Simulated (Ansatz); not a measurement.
One crystal and one scan (scan of one atom of the cell) at two levels, PBE (plane waves to 420 eV, PAW, scalar-relativistic; Ansatz, an electronic-structure program) and r2SCAN (plane waves to 500 eV, PAW, scalar-relativistic; Ansatz), each from its own relaxed cell and on its own mesh. The cell shown is that of PBE.

Starting cell, KCl (rock salt):

```
KCl
1.0
    0.00000     3.19058     3.19058
    3.19058     0.00000     3.19058
    3.19058     3.19058     0.00000
Cl K
1 1
Direct
  0.00000   0.00000   0.00000
  0.50000   0.50000   0.50000
```

In this cell atom 1 (Cl, nearest neighbour K at 3.191 Å; its periodic images, 4.5 Å or more away, move with it) is moved by s along Cartesian z, unit vector (0.000, 0.000, 1.000); all other atoms and the cell stay fixed.

The energy includes the smearing's −TS. KCl was relaxed with its symmetry unable to fall. (PBE) Left out: 2 of 11 points, with atoms too close for the PAW data. (r2SCAN) Left out: 2 of 11 points, with atoms too close for the PAW data. Percentages come from the unrounded values.

| quantity | PBE | r2SCAN | PBE − r2SCAN |
|---|---|---|---|
| Lattice constant a (Å) | 6.381 | 6.292 | +0.089 (+1.4 %) |
| Band gap of the relaxed cell, no spin-orbit coupling (eV) | 5.05 | 5.83 | -0.78 (-13 %) |

PBE gives the higher value for: lattice constant a. PBE gives the lower value for: band gap of the relaxed cell, no spin-orbit coupling. Both give the same shape of the curve: a single well with its minimum at or next to zero displacement. Neither level is exact: the differences show how much the result hangs on the functional.

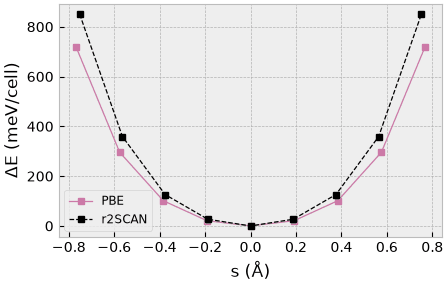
Fig. 1. ΔE, each from the undisplaced structure of its own level.

(A displaced cell: forces are minus the slopes of the energy, force constants its curvatures, and phonons follow from these.)
